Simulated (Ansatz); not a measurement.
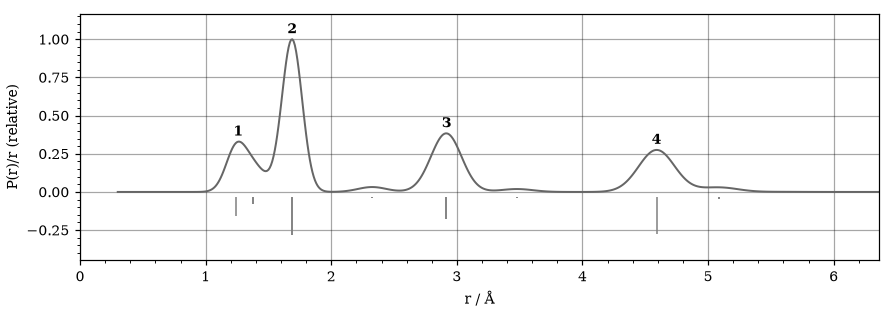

Simulated gas electron diffraction: radial distribution curve of C₂H₂S₂. Each pair of atoms contributes with weight ZᵢZⱼ/r (bars below the curve); damping constant 0.002 Å²; vibrational amplitudes assumed, not computed: 0.05 Å for bonds, 0.078 Å for bonds to H, 0.06 + 0.015 r up to 0.15 Å for other pairs. The geometry is the end point of an optimisation (Ansatz, RKS PBE-D4/cc-pVDZ); it may be a saddle point or a higher isomer.

Question: Read the positions of the numbered peaks and name the main pairs (– for bonds).

Answer: Peak 1, 1.26 Å: C–C 1.24 Å, S–H 1.38 Å (×2), not resolved
Peak 2, 1.69 Å: S–C 1.69 Å (×2)
Peak 3, 2.92 Å: S···C 2.91–2.92 Å (×2)
Peak 4, 4.59 Å: S···S 4.59 Å
